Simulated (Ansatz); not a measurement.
# C2H5O− (ethanolate) at PBE-QIDH/def2-SVPD

Aim: the energy change on altering one bond length of C2H5O− (ethanolate) at PBE-QIDH/def2-SVPD, from 2 runs. 

The results are computed with Ansatz 0.2.0.

## (1) Starting point

C2H5O−: 8 atoms, total charge -1, spin state singlet. As SMILES, `CC[O-]`. The shape is that of a PBE0-D4/def2-TZVPD optimisation.

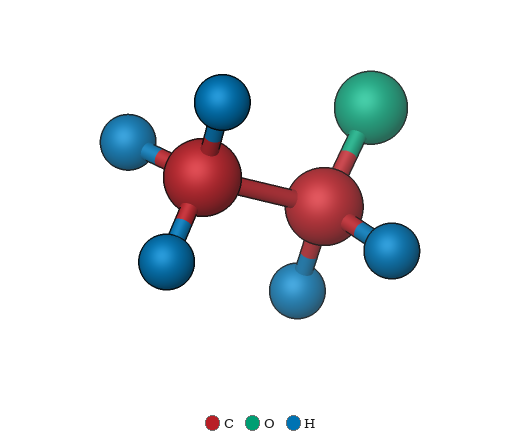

Viewed from a chosen angle; carbon red, oxygen teal, hydrogen blue.

## (2) The energy at PBE-QIDH/def2-SVPD

Input file in.yaml:

```yaml
crystal:
  periodic: [false, false, false]
  atoms:
    - {symbol: C, position_ang: [-0.440680, 0.576090, -0.258010]}
    - {symbol: C, position_ang: [0.455590, -0.573780, 0.261950]}
    - {symbol: O, position_ang: [1.696460, -0.210870, 0.553250]}
    - {symbol: H, position_ang: [-1.463760, 0.234370, -0.488810]}
    - {symbol: H, position_ang: [0.003400, 1.006710, -1.163790]}
    - {symbol: H, position_ang: [-0.492690, 1.370710, 0.496300]}
    - {symbol: H, position_ang: [0.369470, -1.383990, -0.532330]}
    - {symbol: H, position_ang: [-0.127780, -1.019260, 1.131420]}
basis:
  gaussian:
    orbitals: def2-SVPD
total_charge: -1
hamiltonian:
  xc: {name: PBE-QIDH}
correlation:
  frozen_orbitals: {C: 1, H: 0, O: 1}
accuracy: high
output:
  orbitals: {seedname: orbitals}
```

Command:

```
$ ansatz run in.yaml --threads 1 --pin off --max-ram 3480MiB --events-out events.jsonl --progress --plain --runs-dir runs
```

Standard output:

```text
Warning: RAYON_NUM_THREADS=1 ignored (pool sized by the plan → 1); use --threads N
Functional definition: PBE-QIDH
  name "PBE-QIDH"
  parameter a = 3^(-1/3)
  parameter c = 1/3
  exchange = (1 - a)*pbe_x + a*exact_x
  correlation = (1 - c)*pbe_c + c*(mp2_os + mp2_ss)
2103 factors; integrals over basis functions are off by at most 3.2e-9 eV
mean field evaluation 1: about -4185.9690 eV, gradient 2.5e1 eV
mean field evaluation 2: about -4185.9707 eV, gradient 2.5e1 eV
mean field evaluation 4: about -4187.4028 eV, gradient 3.6e0 eV
mean field evaluation 8: about -4187.4311 eV, gradient 3.0e-2 eV
mean field evaluation 16: about -4187.4312 eV, gradient 7.8e-6 eV
mean field -4187.43115001 eV, -153.8852564203 hartree, gradient 5.4e-8 eV, S^2 0.000000; 0 other end points of the search recorded, 0 dependent functions left out
3 core orbitals not correlated: weight in the atoms' cores, before any rotation towards them, 1.000 or more for the frozen orbitals, at most 0.000 for the correlated occupied ones
reference -4187.43115111 eV, -153.8852564605 hartree; 10, 10 occupied and 90, 90 virtual orbitals, 2103 factors
second order -16.10723691 eV of doubles, -0.00000000 eV of singles
Total energy: -4192.80023008 eV, -154.0825664733 hartree
```

It took 7.5 s on 1 thread of Arm Neoverse V2, shared host; peak memory 0.29 GiB.

## (3) The distorted shape at the same level

Input file input.yaml:

```yaml
crystal:
  periodic: [false, false, false]
  atoms:
    - {symbol: C, position_ang: [-1.157672, 1.495955, -0.673964]}
    - {symbol: C, position_ang: [0.455590, -0.573780, 0.261950]}
    - {symbol: O, position_ang: [1.696460, -0.210870, 0.553250]}
    - {symbol: H, position_ang: [-2.180752, 1.154235, -0.904764]}
    - {symbol: H, position_ang: [-0.713592, 1.926575, -1.579744]}
    - {symbol: H, position_ang: [-1.209682, 2.290575, 0.080346]}
    - {symbol: H, position_ang: [0.369470, -1.383990, -0.532330]}
    - {symbol: H, position_ang: [-0.127780, -1.019260, 1.131420]}
basis:
  gaussian:
    orbitals: def2-SVPD
total_charge: -1
hamiltonian:
  xc: {name: PBE-QIDH}
correlation:
  frozen_orbitals: {C: 1, H: 0, O: 1}
accuracy: high
output: {orbitals: {seedname: orbitals}}
```

Command:

```
$ ansatz run input.yaml --threads 1 --pin off --max-ram 3480MiB --events-out events.jsonl --progress --plain --runs-dir runs
```

Standard output (excerpt; [...] marks lines left out):

```text
Warning: RAYON_NUM_THREADS=1 ignored (pool sized by the plan → 1); use --threads N
[... 2 set-up lines as earlier in the session ...]
[...]
2118 factors; integrals over basis functions are off by at most 3.3e-9 eV
[...]
mean field -4184.36615275 eV, -153.7726198482 hartree, gradient 7.7e-8 eV, S^2 0.000000; 0 other end points of the search recorded, 0 dependent functions left out; unrestricted orbitals would lower it
3 core orbitals not correlated: weight in the atoms' cores, before any rotation towards them, 1.000 or more for the frozen orbitals, at most 0.000 for the correlated occupied ones
reference -4184.36615397 eV, -153.7726198932 hartree; 10, 10 occupied and 90, 90 virtual orbitals, 2118 factors
second order -17.01297447 eV of doubles, -0.00000000 eV of singles
Total energy: -4190.03714546 eV, -153.9810249865 hartree
```

Wall time 7.5 s (1 thread of Arm Neoverse V2, shared host); peak memory 0.29 GiB.

## (4) Outcome

Level: PBE-QIDH/def2-SVPD, 3 core orbitals frozen.

| quantity | value |
| --- | --- |
| first shape: total energy | -154.08257 Eh |
| first shape: HOMO energy (SCF part's orbitals) | -1.76 eV |
| first shape: LUMO energy (SCF part's orbitals) | 6.15 eV |
| first shape: HOMO–LUMO gap (to an unbound level, set by the basis) | 7.91 eV |
| distorted shape: total energy | -153.98102 Eh |
| distorted shape: HOMO energy (SCF part's orbitals) | -1.24 eV |
| distorted shape: LUMO energy (SCF part's orbitals) | 5.59 eV |
| distorted shape: HOMO–LUMO gap (to an unbound level, set by the basis) | 6.83 eV |
| energy change with the C1–C2 bond stretched from 1.548 to 2.786 Å | 2.763 eV |

**Reading.** With the C1–C2 bond stretched from 1.548 to 2.786 Å the energy rises by 2.76 eV (64 kcal/mol). The first shape isn't relaxed at this level, so the change isn't measured from a minimum. The restricted solution (distorted shape) is unstable to spin breaking: an unrestricted one lies lower.
